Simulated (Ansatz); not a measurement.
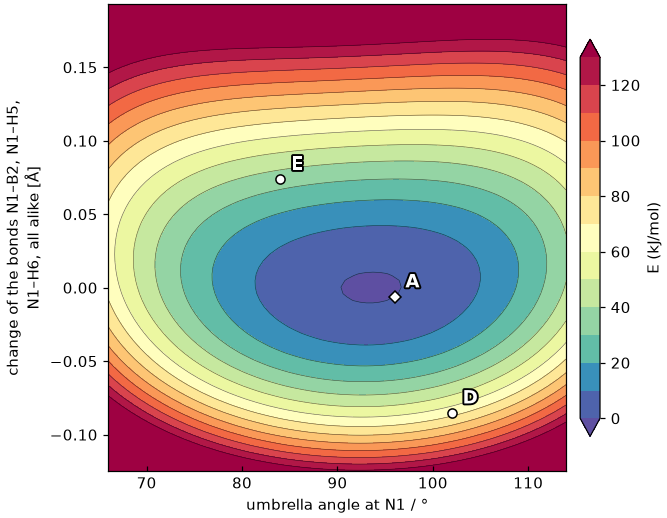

AlB₂H₄N, SMILES N[B]1[BH][AlH]1. The first coordinate is: umbrella angle at N1 (between each of its bonds and their common axis; 90 is planar); the second: change of the bonds N1–B2, N1–H5, N1–H6, all alike. Nothing is relaxed (all other coordinates rigid). Grid: 9 × 9 points. Points are written as (first, second). All energies are given in kJ/mol relative to the lowest grid point. All numbers below come from RKS B3LYP-D4/def2-TZVP (Ansatz).

In the figure: filled contours, one colour for all values above the top of the scale, lettered points. Between grid points the surface is interpolated.

> What kind of point is each of A, D, E: minimum, saddle, maximum or slope?

A: minimum; D: on a slope; E: on a slope. (In these two coordinates alone; a stationary point may lie a little off the grid point.)

> Rank the lettered points by energy, lowest first.

A (0 kJ/mol), E (35 kJ/mol), D (66 kJ/mol).
